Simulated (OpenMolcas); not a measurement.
# How basis sets differ on C2H3ClNSi (SMILES C[Si](Cl)C#N)

The species is C2H3ClNSi (8 atoms), meant as a doublet with charge 0. As SMILES, `C[Si](Cl)C#N`. Geometry: relaxed at PBE0-D4/def2-TZVP.

Quantity: the dipole moment, in D. The values are calculated.

| level | kind | program | value (D) | CPU time |
| --- | --- | --- | --- | --- |
| ROHF/ANO-R0 (sfX2C) | Hartree–Fock | OpenMolcas | 2.35 | 4.8 s |
| UHF/STO-3G | Hartree–Fock | OpenMolcas | 3.90 | 2.5 s |
| UHF/3-21G | Hartree–Fock | OpenMolcas | 3.97 | 3.6 s |
| UHF/def2-SVP | Hartree–Fock | OpenMolcas | 3.77 | 13 s |

The values span 2.35 to 3.97 D. Spin contamination of the reference (⟨S²⟩ at least 0.1 too high) touches UHF/STO-3G. Magnitudes only. Sets without polarisation functions give poor dipoles. Times are those of the runs behind each value, whatever else they computed, on shared processors of several kinds: orders of magnitude only.

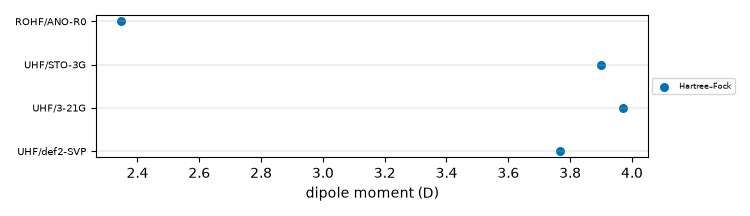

The values of the table, level by level.
